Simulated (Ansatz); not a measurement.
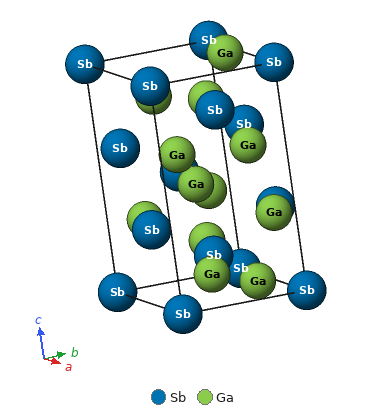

The image is a spheres-only drawing of a crystal, viewed slightly off an axis. The simulation cell is outlined; an atom on or near a face, edge or corner is repeated at each equivalent position.

```yaml
crystal:
  lattice:
    - [-5.69565, 0.00000, 0.00000]
    - [2.84783, 0.00000, 6.78675]
    - [2.84783, 8.54437, 0.00000]
  atoms:
    - { symbol: Sb, position: [0.99981, 0.99962, 0.00000] }
    - { symbol: Sb, position: [0.24981, 0.49962, 0.50000] }
    - { symbol: Sb, position: [0.57782, 0.51308, 0.16358] }
    - { symbol: Sb, position: [0.93526, 0.51308, 0.83642] }
    - { symbol: Sb, position: [0.34884, 0.01308, 0.66358] }
    - { symbol: Sb, position: [0.66424, 0.01308, 0.33642] }
    - { symbol: Ga, position: [0.44752, 0.89504, 0.00000] }
    - { symbol: Ga, position: [0.69752, 0.39504, 0.50000] }
    - { symbol: Ga, position: [0.92233, 0.31176, 0.13536] }
    - { symbol: Ga, position: [0.38943, 0.31176, 0.86464] }
    - { symbol: Ga, position: [0.77479, 0.81176, 0.63536] }
    - { symbol: Ga, position: [0.03697, 0.81176, 0.36464] }
    - { symbol: Ga, position: [0.17925, 0.67344, 0.17394] }
    - { symbol: Ga, position: [0.49419, 0.67344, 0.82606] }
    - { symbol: Ga, position: [0.91813, 0.17344, 0.67394] }
    - { symbol: Ga, position: [0.25531, 0.17344, 0.32606] }
```

Theory: DFT, PAW plane waves, r2SCAN (Ansatz 0.2.0). Numerical settings: wavefunction cutoff 500 eV, the zone sampled with 5×5×5 points, Fermi-Dirac smearing of 0.1 eV, no spin polarisation.

Predict the Bader charges.

Answer. Ga +0.06 to +0.11 e; Sb -0.15 e. Little charge moves, as in a metallic or covalent solid.

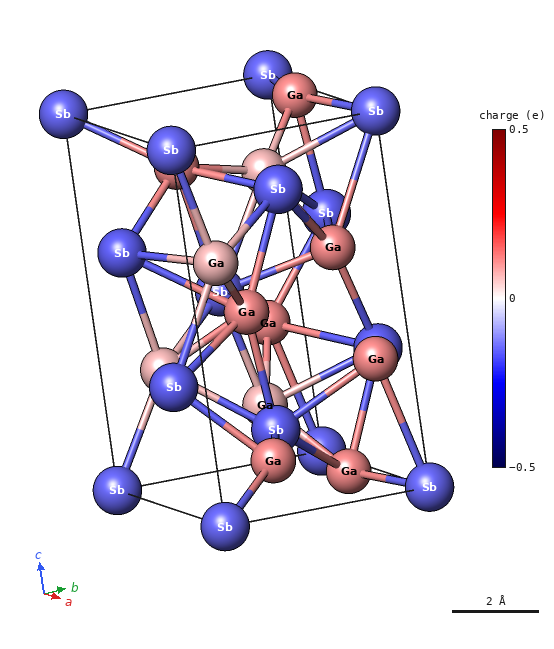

The atoms coloured by those charges.

The model is a generated cell, made by putting these elements into a known structure type (the compound may or may not exist in this form); its atoms and cell weren't optimised. A calculation with Ansatz used it as input.

At this level of theory the cell isn't at rest (compressed, at 6 GPa and forces up to 0.7 eV/Å), so its distances can differ from those at equilibrium, the more so the softer the solid.
